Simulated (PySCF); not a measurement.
# N2H3 (hydrazinyl radical): UPBE/def2-TZVP

What is the energy change on altering one bond length of N2H3 (hydrazinyl radical) at UPBE/def2-TZVP? The job is set up through a Python script.

The results are computed with PySCF 2.14.0.

1 further run of the same task is left out (set aside as unsound or not needed).

### 1 Starting point

The species is N2H3 (5 atoms), meant as a doublet with charge 0. SMILES: `[NH]N`. The coordinates come from a PBE0-D4/def2-TZVP relaxation. This is one conformer, not always the lowest.

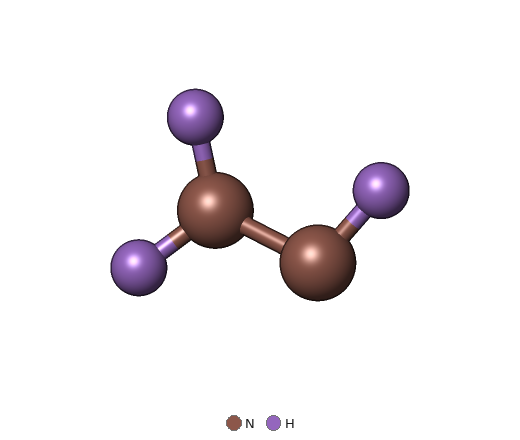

The structure, seen from a chosen angle (nitrogen brown, hydrogen purple).

### 2 The energy at UPBE/def2-TZVP

File run.py:

```python
# hydrazinyl radical
from pyscf import gto, dft

molecule = gto.M(
    atom=[
    ('N', (-0.187600, -0.818050, 0.454040)),
    ('N', (-0.128660, 0.235610, -0.368450)),
    ('H', (0.759840, -0.951450, 0.811270)),
    ('H', (-1.030950, 0.592300, -0.640030)),
    ('H', (0.587360, 0.941580, -0.256830)),
],
    verbose=3,
    charge=0,
    max_memory=1860,
    spin=1,
    basis='def2-tzvp',
)

mf = dft.UKS(molecule)
mf.xc = 'pbe'
mf.conv_tol = 1e-10
mf.grids.level = 5
mf.kernel()
if not mf.converged:
    mf = mf.newton().run(mf.mo_coeff, mf.mo_occ)

e_final = mf.e_tot
print('E(%s) = %.9f' % ('PBE', e_final))
```

On the command line:

```
OMP_NUM_THREADS=1 python run.py
```

Log:

```text
WARN: HOMO -0.167354072851062 >= LUMO -0.167354072851065

converged SCF energy = -111.147375662769  <S^2> = 0.75248201  2S+1 = 2.0024805
E(PBE) = -111.147375663
```

It took 14 s on 1 thread of Arm Neoverse V2, shared host; peak memory 0.39 GiB.

### 3 The distorted shape

File geometry.xyz:

```xyz
5
H3N2
N     -0.205284    -1.134179     0.700811
N     -0.128660     0.235610    -0.368450
H      0.742156    -1.267579     1.058041
H     -1.030950     0.592300    -0.640030
H      0.587360     0.941580    -0.256830
```

File calc.py:

```python
from pyscf import gto, dft

mol = gto.M(
    atom='geometry.xyz',
    max_memory=1860,
    spin=1,
    basis='def2-tzvp',
    verbose=3,
)

mf = dft.UKS(mol, xc='pbe')
mf.grids.level = 5
mf.conv_tol = 1e-10
mf.kernel()
if not mf.converged:
    mf = mf.newton().run(mf.mo_coeff, mf.mo_occ)

etot = mf.e_tot
print('Final energy', etot)
```

On the command line:

```
OMP_NUM_THREADS=1 python calc.py
```

Log:

```text
WARN: HOMO -0.207612631285297 >= LUMO -0.207612631285301

converged SCF energy = -111.089459108311  <S^2> = 0.75327685  2S+1 = 2.0032742
Final energy -111.08945910831147
```

Wall time 14 s (1 thread of Arm Neoverse V2, shared host); peak memory 0.39 GiB.

### 4 Results

Level: UPBE/def2-TZVP.

| quantity | value |
| --- | --- |
| first shape: total energy | -111.14738 Eh |
| first shape: dipole moment | 2.68 D |
| first shape: HOMO energy (highest over α and β) | -3.76 eV |
| first shape: LUMO energy (lowest over α and β) | -2.02 eV |
| first shape: ⟨S²⟩ | 0.752 |
| distorted shape: total energy | -111.08946 Eh |
| distorted shape: dipole moment | 2.19 D |
| distorted shape: HOMO energy (highest over α and β) | -5.39 eV |
| distorted shape: LUMO energy (lowest over α and β) | -3.56 eV |
| distorted shape: ⟨S²⟩ | 0.753 |
| energy change with the N1–N2 bond stretched from 1.338 to 1.739 Å | 1.576 eV |

What this shows: With the N1–N2 bond stretched from 1.338 to 1.739 Å the energy rises by 1.58 eV (152 kJ/mol). The first shape isn't relaxed at this level, so the change isn't measured from a minimum.
